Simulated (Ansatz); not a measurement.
**Electron scattering at the Σ9 (221) boundary in fcc Pt, starting shift (0.25, 0.5)**

Aim: the relaxed structure and the specific resistance of the Σ9 (221) boundary in fcc Pt, starting shift (0.25, 0.5).

Main program and level: Ansatz 0.2.0; Ansatz plane-wave DFT, PBE, PAW files; relaxation of a bicrystal slab with its lowest layers held; PAW set soft_1, in the first sound run; inputs show where later runs differ.

**1. The structure**

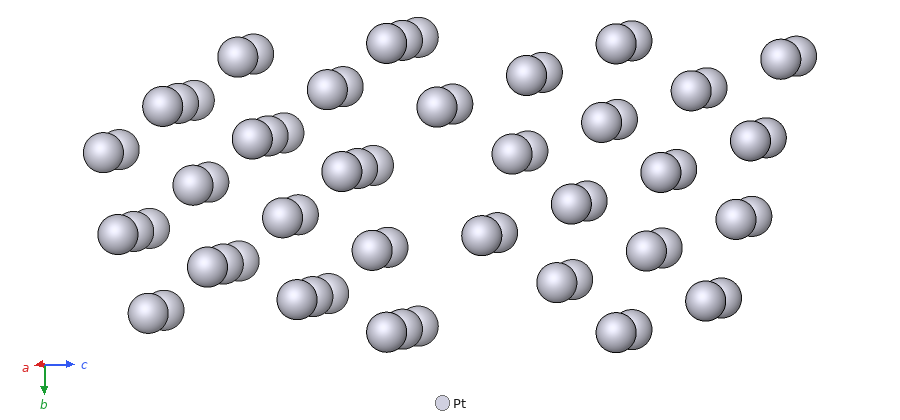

The cell as given, from the side, with the c axis across the page (platinum light grey). 2×1×1 cells are drawn. Some periodic images of atoms are drawn too.

The cell holds 29 atoms: 29 Pt. Cell: a = 2.773 Å, b = 8.319 Å, c = 30.655 Å, α = 90.0°, β = 90.0°, γ = 90.0°. It derives from Pt. built on the (2 2 1) plane; 2 overlapping atoms removed and the grains opened by 0.7 Å. Vacuum lies along c.

**2. Relaxing the bicrystal**

The boundary is built by mirroring the lower grain in the boundary plane and removing any atoms that overlap. A thin bicrystal slab is relaxed first, with the lowest layers held and the upper grain free to shift and open.

Input file input.yaml:

```yaml
crystal:
  lattice:
    - [2.7731313745, 0.0, 0.0]
    - [0.0, 8.3193941234, 0.0]
    - [0.0, 0.0, 30.6553666657]
  atoms:
    - { symbol: Pt, position: [0.5000000002, 0.388888889, 0.1631035784] }
    - { symbol: Pt, position: [2.0e-10, 0.6666666667, 0.1844255655] }
    - { symbol: Pt, position: [0.5000000002, 0.9444444445, 0.2057475526] }
    - { symbol: Pt, position: [2.0e-10, 0.2222222223, 0.2270695398] }
    - { symbol: Pt, position: [0.5000000002, 0.5000000001, 0.2483915269] }
    - { symbol: Pt, position: [1.0e-10, 0.7777777778, 0.269713514] }
    - { symbol: Pt, position: [0.5000000001, 0.0555555556, 0.2910355011] }
    - { symbol: Pt, position: [1.0e-10, 0.3333333334, 0.3123574883] }
    - { symbol: Pt, position: [0.5000000001, 0.6111111111, 0.3336794754] }
    - { symbol: Pt, position: [1.0e-10, 0.8888888889, 0.3550014625] }
    - { symbol: Pt, position: [0.5000000001, 0.1666666667, 0.3763234496] }
    - { symbol: Pt, position: [0.0, 0.4444444445, 0.3976454367] }
    - { symbol: Pt, position: [0.5, 0.7222222222, 0.4189674239] }
    - { symbol: Pt, position: [0.0, 0.0, 0.440289411] }
    - { symbol: Pt, position: [0.75, 0.2222222222, 0.4844458991] }
    - { symbol: Pt, position: [0.7500000001, 0.6666666667, 0.5270898733] }
    - { symbol: Pt, position: [0.2500000001, 0.3888888889, 0.5484118605] }
    - { symbol: Pt, position: [0.7500000001, 0.1111111111, 0.5697338476] }
    - { symbol: Pt, position: [0.2500000001, 0.8333333334, 0.5910558347] }
    - { symbol: Pt, position: [0.7500000001, 0.5555555556, 0.6123778218] }
    - { symbol: Pt, position: [0.2500000001, 0.2777777778, 0.6336998089] }
    - { symbol: Pt, position: [0.7500000002, 1.0e-10, 0.6550217961] }
    - { symbol: Pt, position: [0.2500000002, 0.7222222223, 0.6763437832] }
    - { symbol: Pt, position: [0.7500000002, 0.4444444445, 0.6976657703] }
    - { symbol: Pt, position: [0.2500000002, 0.1666666667, 0.7189877574] }
    - { symbol: Pt, position: [0.7500000002, 0.888888889, 0.7403097446] }
    - { symbol: Pt, position: [0.2500000003, 0.6111111112, 0.7616317317] }
    - { symbol: Pt, position: [0.7500000003, 0.3333333334, 0.7829537188] }
    - { symbol: Pt, position: [0.2500000003, 0.0555555557, 0.8042757059] }
kpoints:
  mp_grid: { grid: [8, 3, 1] }
hamiltonian:
  xc: pbe
  pseudopotentials: { kind: paw, azcp: { folder: soft_1 } }
scf:
  occupations: { method: fermi_dirac, width: 0.1 }
relax:
  f_tol: 0.03
  max_steps: 80
  constraints: [{ sites: [0, 1, 2, 3, 4] }]
```

Started as:

```console
$ ansatz run input.yaml --threads 4 --pin off --max-ram 15360MiB --backend cpu --events-out ev --progress --plain --runs-dir out
```

Numbers of over 12 decimals in the logs are rounded to 6 here.

What it wrote:

```text
Engine: ansatz 0.2.0, aarch64-unknown-linux-gnu
Pseudopotentials: kind: paw
Pseudopotential: Pt, paw, valence charge 18, recommended cutoff 420 eV (normal), soft_1/Pt.paw.azcp
Functional definition: PBE
  parameter kappa = 0.804
  parameter beta = 0.066725
  exchange = pbe_x(kappa = kappa, mu = beta*pi^2/3)
  correlation = pbe_c(beta = beta)
Crystal: 29 atoms, lattice volume = 707.243 Å³
Basis set: ecut = 420 eV, 13881 PW (Γ), exchange–correlation on 40×120×432 points (8 copies of the dense FFT grid, shifted against one another)
Bands: 314, of which v1, the nominal top of the filled ones, is band 261 counted from 1 (260 counted from 0)
Symmetry: 1 space group operations
Space group: P1 (ITA 1), of the structure as read, at distance tolerance 8.9e-5 Å
k-points: 13 of 24 (time reversal used)
Non-local potential: Pt, projectors of the file, l = 0: 3, l = 1: 2, l = 2: 2, l = 3: 1
PAW form: soft (Blöchl's): semilocal exchange-correlation on the pseudo side does not see the compensation charge
PAW one-centre angular grid: Pt, 590 points (default); XC on 64 Gauss nodes
Initial density: superposition of atomic densities (neutral atoms: chi_scale 0, normalization atom)
Initial wavefunctions: pseudopotential atomic-orbital guess
Functional: x = pbe(κ = 0.804, μ = 0.219515), c = pbe(β = 0.066725)
SCF iter   1: F=—  HF=-363218.674364 eV  |F-HF|=—  |Δ(HF+E_count)|=         —  Δρ=7.08e-2  dr2=4.75e1  ethr=3.10e-3  ⟨swp⟩=6.1  Hψ=14699  notcnv=0  defer=122
preconditioner: auto → LDOS  [metal: Δε(μ)=0.006 eV  Ē_g=7.504 eV  σ=0.100 eV  W_gap=0.02  n_scr=204 (ndim 8)  ℏωp=23.8 eV  f_vac=0.312  D(μ)=48.07/eV (n_scr^D=540)  β→1.0]
SCF iter   2: F=—  HF=-363216.396868 eV  |F-HF|=—  |Δ(HF+E_count)|=    2.28e0  Δρ=5.79e-2  dr2=2.61e1  ethr=3.10e-3  ⟨swp⟩=3.0  Hψ=9797  notcnv=0  defer=336
SCF iter   3: F=—  HF=-363208.936906 eV  |F-HF|=—  |Δ(HF+E_count)|=    7.46e0  Δρ=1.09e-2  dr2=2.13e0  ethr=3.10e-3  ⟨swp⟩=2.0  Hψ=7730  notcnv=0  defer=364
SCF iter   4: F=—  HF=-363208.730456 eV  |F-HF|=—  |Δ(HF+E_count)|=   2.06e-1  Δρ=3.45e-3  dr2=4.51e-1  ethr=4.07e-4  ⟨swp⟩=2.5  Hψ=6675  notcnv=0  defer=358
SCF iter   5: F=—  HF=-363208.679263 eV  |F-HF|=—  |Δ(HF+E_count)|=   5.12e-2  Δρ=1.56e-3  dr2=4.19e-2  ethr=8.64e-5  ⟨swp⟩=2.0  Hψ=5620  notcnv=0  defer=358
SCF iter   6: F=—  HF=-363208.675321 eV  |F-HF|=—  |Δ(HF+E_count)|=   3.94e-3  Δρ=5.98e-4  dr2=5.50e-3  ethr=8.03e-6  ⟨swp⟩=2.3  Hψ=5659  notcnv=0  defer=358
SCF iter   7: F=—  HF=-363208.674731 eV  |F-HF|=—  |Δ(HF+E_count)|=   5.90e-4  Δρ=2.73e-4  dr2=1.30e-3  ethr=1.05e-6  ⟨swp⟩=2.0  Hψ=5595  notcnv=0  defer=358
SCF iter   8: F=—  HF=-363208.674739 eV  |F-HF|=—  |Δ(HF+E_count)|=   8.93e-6  Δρ=1.21e-4  dr2=2.14e-4  ethr=2.50e-7  ⟨swp⟩=2.0  Hψ=5533  notcnv=0  defer=358
SCF iter   9: F=—  HF=-363208.674715 eV  |F-HF|=—  |Δ(HF+E_count)|=   2.47e-5  Δρ=5.51e-5  dr2=4.24e-5  ethr=4.10e-8  ⟨swp⟩=2.0  Hψ=5674  notcnv=0  defer=358
SCF iter  10: F=-363208.674706 eV  HF=-363208.674711 eV  |F-HF|=5.72e-6  |Δ(HF+E_count)|=   3.57e-6  Δρ=2.26e-5  dr2=7.89e-6  ethr=4.31e-9  ⟨swp⟩=4.0  Hψ=12654  notcnv=0
SCF 1 converged in 10 iterations: F = -363208.674706 eV  dr2 = 7.89e-6
  greatest PAW one-centre occupation: 1.000 electrons in one spin orbital (limit 2), on the Pt atom at site 21 (counted from 0), in its partial waves of l = 0
relax step   1: F+E_penalty+E_count = -363208.67470552 eV  Δ(F+E_penalty+E_count) = +0.000e0 eV  max|allowed force component| = 1.952e0 eV/Å  Δτ_max = 0.0000 Å  (10 SCF iters, dr2 threshold 2.25e-5 eV, accepted)
Initial density: handed on by an earlier stage of this run
Initial wavefunctions: those handed on with the density
iter 1 solved again at ethr=2.78e-4 eV; its pass at ethr=3.10e-3 eV (dr2=1.45e0 eV) is discarded
SCF iter   1: F=—  HF=-363209.930356 eV  |F-HF|=—  |Δ(HF+E_count)|=         —  Δρ=1.28e-2  dr2=1.29e0  ethr=2.78e-4  ⟨swp⟩=1.7  Hψ=13267  notcnv=0  defer=349
preconditioner: auto → LDOS  [metal: Δε(μ)=0.002 eV  Ē_g=7.563 eV  σ=0.100 eV  W_gap=0.00  n_scr=204 (ndim 8)  ℏωp=23.8 eV  f_vac=0.305  D(μ)=49.93/eV (n_scr^D=564)  β→1.0]
SCF iter   2: F=—  HF=-363209.887823 eV  |F-HF|=—  |Δ(HF+E_count)|=   4.25e-2  Δρ=5.16e-3  dr2=3.35e-1  ethr=2.48e-4  ⟨swp⟩=2.0  Hψ=6381  notcnv=0  defer=349
SCF iter   3: F=—  HF=-363209.816610 eV  |F-HF|=—  |Δ(HF+E_count)|=   7.12e-2  Δρ=2.13e-3  dr2=1.20e-1  ethr=6.41e-5  ⟨swp⟩=3.3  Hψ=8320  notcnv=0  defer=349
SCF iter   4: F=—  HF=-363209.801495 eV  |F-HF|=—  |Δ(HF+E_count)|=   1.51e-2  Δρ=1.04e-3  dr2=2.13e-2  ethr=2.30e-5  ⟨swp⟩=2.0  Hψ=5362  notcnv=0  defer=349
SCF iter   5: F=—  HF=-363209.799438 eV  |F-HF|=—  |Δ(HF+E_count)|=   2.06e-3  Δρ=3.44e-4  dr2=2.71e-3  ethr=4.08e-6  ⟨swp⟩=2.0  Hψ=6018  notcnv=0  defer=349
SCF iter   6: F=—  HF=-363209.799243 eV  |F-HF|=—  |Δ(HF+E_count)|=   1.95e-4  Δρ=1.46e-4  dr2=3.79e-4  ethr=5.18e-7  ⟨swp⟩=2.2  Hψ=5497  notcnv=0  defer=349
SCF iter   7: F=-363209.799131 eV  HF=-363209.799216 eV  |F-HF|=8.42e-5  |Δ(HF+E_count)|=   2.72e-5  Δρ=6.28e-5  dr2=9.17e-5  ethr=1.92e-8  ⟨swp⟩=3.0  Hψ=14955  notcnv=0
SCF 2 converged in 7 iterations: F = -363209.799131 eV  dr2 = 9.17e-5
  greatest PAW one-centre occupation: 1.000 electrons in one spin orbital (limit 2), on the Pt atom at site 16 (counted from 0), in its partial waves of l = 0
relax step   2: F+E_penalty+E_count = -363209.79913134 eV  Δ(F+E_penalty+E_count) = -1.124e0 eV  max|allowed force component| = 9.860e-1 eV/Å  Δτ_max = 0.1949 Å  (7 SCF iters, dr2 threshold 1.00e-4 eV, accepted)
SCF iter   1: F=—  HF=-363210.526921 eV  |F-HF|=—  |Δ(HF+E_count)|=         —  Δρ=1.21e-2  dr2=1.17e0  ethr=2.14e-3  ⟨swp⟩=4.2  Hψ=8684  notcnv=0  defer=336
preconditioner: auto → LDOS  [metal: Δε(μ)=0.008 eV  Ē_g=7.528 eV  σ=0.100 eV  W_gap=0.02  n_scr=204 (ndim 8)  ℏωp=23.8 eV  f_vac=0.304  D(μ)=48.49/eV (n_scr^D=548)  β→1.0]
SCF iter   2: F=—  HF=-363210.508647 eV  |F-HF|=—  |Δ(HF+E_count)|=   1.83e-2  Δρ=4.84e-3  dr2=4.51e-1  ethr=2.24e-4  ⟨swp⟩=2.0  Hψ=7310  notcnv=0  defer=346
SCF iter   3: F=—  HF=-363210.431208 eV  |F-HF|=—  |Δ(HF+E_count)|=   7.74e-2  Δρ=1.79e-3  dr2=6.65e-2  ethr=8.64e-5  ⟨swp⟩=2.1  Hψ=6379  notcnv=0  defer=346
SCF iter   4: F=—  HF=-363210.419698 eV  |F-HF|=—  |Δ(HF+E_count)|=   1.15e-2  Δρ=4.89e-4  dr2=4.53e-3  ethr=1.27e-5  ⟨swp⟩=3.0  Hψ=7129  notcnv=0  defer=346
SCF iter   5: F=—  HF=-363210.419335 eV  |F-HF|=—  |Δ(HF+E_count)|=   3.63e-4  Δρ=2.16e-4  dr2=9.18e-4  ethr=8.68e-7  ⟨swp⟩=2.0  Hψ=6050  notcnv=0  defer=346
SCF iter   6: F=—  HF=-363210.419308 eV  |F-HF|=—  |Δ(HF+E_count)|=   2.65e-5  Δρ=1.01e-4  dr2=3.11e-4  ethr=1.76e-7  ⟨swp⟩=2.1  Hψ=5706  notcnv=0  defer=346
[...]
relax step   7: F+E_penalty+E_count = -363211.27978853 eV  Δ(F+E_penalty+E_count) = -1.012e-1 eV  max|allowed force component| = 6.297e-2 eV/Å  Δτ_max = 0.2000 Å  (9 SCF iters, dr2 threshold 3.20e-6 eV, accepted)
relax step   8: F+E_penalty+E_count = -363211.34511997 eV  Δ(F+E_penalty+E_count) = -6.533e-2 eV  max|allowed force component| = 6.883e-2 eV/Å  Δτ_max = 0.1950 Å  (11 SCF iters, accepted)
relax step   9: F+E_penalty+E_count = -363211.39152928 eV  Δ(F+E_penalty+E_count) = -4.641e-2 eV  max|allowed force component| = 1.185e-1 eV/Å  Δτ_max = 0.1954 Å  (11 SCF iters, accepted)
relax step  10: F+E_penalty+E_count = -363211.42906053 eV  Δ(F+E_penalty+E_count) = -3.753e-2 eV  max|allowed force component| = 1.150e-1 eV/Å  Δτ_max = 0.1949 Å  (8 SCF iters, dr2 threshold 1.40e-5 eV, accepted)
relax step  11: F+E_penalty+E_count = -363211.45315551 eV  Δ(F+E_penalty+E_count) = -2.409e-2 eV  max|allowed force component| = 5.330e-2 eV/Å  Δτ_max = 0.1936 Å  (8 SCF iters, dr2 threshold 1.25e-5 eV, accepted)
relax step  12: F+E_penalty+E_count = -363211.46021649 eV  Δ(F+E_penalty+E_count) = -7.061e-3 eV  max|allowed force component| = 5.847e-2 eV/Å  Δτ_max = 0.1943 Å  (11 SCF iters, accepted)
relax step  13: F+E_penalty+E_count = -363211.46178893 eV  Δ(F+E_penalty+E_count) = -1.572e-3 eV  max|allowed force component| = 3.979e-2 eV/Å  Δτ_max = 0.0276 Å  (9 SCF iters, accepted)
SCF iter   1: F=—  HF=-363211.464358 eV  |F-HF|=—  |Δ(HF+E_count)|=         —  Δρ=1.41e-3  dr2=1.14e-2  ethr=3.57e-5  ⟨swp⟩=2.8  Hψ=7115  notcnv=0  defer=354
preconditioner: auto → LDOS  [metal: Δε(μ)=0.009 eV  Ē_g=7.658 eV  σ=0.100 eV  W_gap=0.02  n_scr=204 (ndim 8)  ℏωp=23.8 eV  f_vac=0.320  D(μ)=49.77/eV (n_scr^D=564)  β→1.0]
SCF iter   2: F=—  HF=-363211.463040 eV  |F-HF|=—  |Δ(HF+E_count)|=   1.32e-3  Δρ=4.18e-4  dr2=1.47e-3  ethr=2.19e-6  ⟨swp⟩=2.6  Hψ=8498  notcnv=0  defer=354
SCF iter   3: F=—  HF=-363211.462515 eV  |F-HF|=—  |Δ(HF+E_count)|=   5.25e-4  Δρ=1.18e-4  dr2=2.14e-4  ethr=2.82e-7  ⟨swp⟩=2.4  Hψ=7442  notcnv=0  defer=354
SCF iter   4: F=—  HF=-363211.462440 eV  |F-HF|=—  |Δ(HF+E_count)|=   7.51e-5  Δρ=3.70e-5  dr2=1.92e-5  ethr=4.09e-8  ⟨swp⟩=2.0  Hψ=5900  notcnv=0  defer=354
SCF iter   5: F=—  HF=-363211.462478 eV  |F-HF|=—  |Δ(HF+E_count)|=   3.83e-5  Δρ=1.46e-5  dr2=5.43e-6  ethr=3.68e-9  ⟨swp⟩=2.7  Hψ=6978  notcnv=0  defer=354
SCF iter   6: F=—  HF=-363211.462478 eV  |F-HF|=—  |Δ(HF+E_count)|=   1.90e-7  Δρ=6.98e-6  dr2=1.25e-6  ethr=1.04e-9  ⟨swp⟩=2.3  Hψ=5857  notcnv=0  defer=354
SCF iter   7: F=—  HF=-363211.462478 eV  |F-HF|=—  |Δ(HF+E_count)|=   3.89e-8  Δρ=3.58e-6  dr2=2.20e-7  ethr=2.40e-10  ⟨swp⟩=2.2  Hψ=5353  notcnv=0  defer=354
SCF iter   8: F=-363211.462478 eV  HF=-363211.462478 eV  |F-HF|=2.24e-8  |Δ(HF+E_count)|=   6.81e-9  Δρ=1.07e-6  dr2=2.50e-8  ethr=1.92e-11  ⟨swp⟩=4.0  Hψ=11327  notcnv=0
SCF 14 converged in 8 iterations: F = -363211.462478 eV  dr2 = 2.50e-8
relax step  14: F+E_penalty+E_count = -363211.46247784 eV  Δ(F+E_penalty+E_count) = -6.889e-4 eV  max|allowed force component| = 1.075e-2 eV/Å  Δτ_max = 0.0170 Å  (8 SCF iters, accepted)
SCF converged after 8 iterations
Free energy (F): -363211.462478 eV
Harris-Foulkes:  -363211.462478 eV  (|F-HF|=2.24e-8)
Internal energy: -363209.863424 eV  (E = F + TS)
E sigma→0 (E₀):  -363210.662951 eV
Entropy (-TS):   -1.599054 eV (-55.140 meV/atom)
Fermi energy:    12.291597 eV
--- Per-component energies (eV) ---
  E_band       = -9362.429895
  E_kinetic    = 17280.774180
  E_local      = -688572.020326  (includes V_loc(G=0)·N_el)
  E_nonlocal   = 5909.940545
  E_hartree    = 336535.761889
  E_xc         = -6720.747919
  E_vxc        = -7846.746700  (∫ρ·V_xc dr)
  E_paw        = -275029.683907  (= ΣΔE_a)
  E_vpaw       = -9205.898203  (= ΣTr[D̂ρ^β])
  E_aug_tail   = 0.032753  (compensation charges beyond the density's cutoff)
  E_ewald      = 247386.079362
  E_smearing   = -1.599054  (= −TS)
  E_closure    = -0.000000  (closes the sum)
  Σ components = -363211.462478   (vs F -363211.462478, Δ=0.00e0)
--- Forces (eV/Å), atoms counted from 1 ---
  atom   1  Pt    -0.00058892     0.31280691     0.36796173
  atom   2  Pt    -0.00132128     0.32861178    -0.16514674
  atom   3  Pt     0.00168724    -0.27501231    -0.20792186
  atom   4  Pt     0.00571418    -0.49177875    -0.63990886
  atom   5  Pt     0.00921748     0.14110137     0.64699042
  atom   6  Pt    -0.00195171    -0.00243714     0.00122093
  atom   7  Pt    -0.00077967    -0.00278333     0.00015835
  atom   8  Pt    -0.00242265     0.00216453    -0.00480513
  atom   9  Pt    -0.00054187     0.00212595     0.00276297
  atom  10  Pt    -0.00336001     0.00289097     0.00140549
  atom  11  Pt    -0.00540994    -0.00196085    -0.00327652
  atom  12  Pt    -0.00268188    -0.00359997    -0.00262342
  atom  13  Pt    -0.00251092     0.00181427     0.00195698
  atom  14  Pt    -0.00013805     0.00154684     0.00342304
  atom  15  Pt     0.01075407     0.00051345    -0.00102161
  atom  16  Pt     0.00974253     0.00045757    -0.00325508
  atom  17  Pt     0.00243508    -0.00296707    -0.00169447
  atom  18  Pt     0.00081865    -0.00104467     0.00187828
  atom  19  Pt    -0.00190609    -0.00194692     0.00162873
  atom  20  Pt    -0.00606616    -0.00137324     0.00137835
  atom  21  Pt    -0.00204180     0.00092332    -0.00064116
  atom  22  Pt    -0.00229220    -0.00381898    -0.00539302
  atom  23  Pt    -0.00179779    -0.00114845     0.00470793
  atom  24  Pt    -0.00096213    -0.00380852    -0.00108619
  atom  25  Pt    -0.00332091     0.00153850     0.00086342
  atom  26  Pt    -0.00101129    -0.00101804     0.00044479
  atom  27  Pt     0.00024135     0.00044302     0.00180451
  atom  28  Pt    -0.00011885     0.00067241    -0.00160675
  atom  29  Pt     0.00056787    -0.00298282    -0.00019167
  max |Σ_I F_I| component: 7.02e-5 eV/Å
--- Relaxed structure (14 steps of the walk, 14 accepted, 0 SCFs on fresh bases) ---
  F+E_penalty+E_count = -363211.46247784 eV   max|allowed force component| = 1.075e-2 eV/Å
  atoms:
    - { symbol: Pt, position: [0.5000000002, 0.388888889, 0.1631035784] }
    - { symbol: Pt, position: [2.0e-10, 0.6666666667, 0.1844255655] }
    - { symbol: Pt, position: [0.5000000002, 0.9444444445, 0.2057475526] }
    - { symbol: Pt, position: [2.0e-10, 0.2222222223, 0.227070] }
    - { symbol: Pt, position: [0.5000000002, 0.5000000001, 0.248392] }
    - { symbol: Pt, position: [0.00115115, 0.784088, 0.272363] }
    - { symbol: Pt, position: [0.501440, 0.067714, 0.293493] }
    - { symbol: Pt, position: [0.00176932, 0.345107, 0.315890] }
    - { symbol: Pt, position: [0.501978, 0.623667, 0.337119] }
    - { symbol: Pt, position: [0.00244807, 0.909455, 0.358419] }
    - { symbol: Pt, position: [0.502809, 0.187325, 0.382970] }
    - { symbol: Pt, position: [0.00246176, 0.470191, 0.404671] }
    - { symbol: Pt, position: [0.502729, 0.741714, 0.423218] }
    - { symbol: Pt, position: [0.00258674, 0.018057, 0.449412] }
    - { symbol: Pt, position: [0.501436, 0.305502, 0.468093] }
    - { symbol: Pt, position: [0.503406, 0.804720, 0.506081] }
    - { symbol: Pt, position: [0.00413885, 0.518705, 0.525197] }
    - { symbol: Pt, position: [0.505189, 0.242277, 0.550516] }
    - { symbol: Pt, position: [0.00539449, 0.970369, 0.569123] }
    - { symbol: Pt, position: [0.506375, 0.689154, 0.591561] }
    - { symbol: Pt, position: [0.00665958, 0.409477, 0.615714] }
    - { symbol: Pt, position: [0.506995, 0.122825, 0.635956] }
    - { symbol: Pt, position: [0.00726047, 0.849947, 0.659332] }
    - { symbol: Pt, position: [0.507328, 0.573971, 0.679952] }
    - { symbol: Pt, position: [0.00749661, 0.288335, 0.699679] }
    - { symbol: Pt, position: [0.507402, 1.001070, 0.728239] }
    - { symbol: Pt, position: [0.00739867, 0.730364, 0.748544] }
    - { symbol: Pt, position: [0.507364, 0.465079, 0.767873] }
    - { symbol: Pt, position: [0.00728994, 0.193979, 0.783846] }
```

It took 28 min on 4 threads of Arm Neoverse V1, shared host; peak memory 4.9 GiB.

(Continued in part 2 of 3.)

[Logs are printed without paths, hosts, clocks, repeated set-up lines and the standing remarks that a program may print on its own settings, such as how far it seeks lower states.]

[Hosts, paths, dates, database ids (printed as entryN), source tags and the programs' standing remarks are cut or masked in the printed files.]
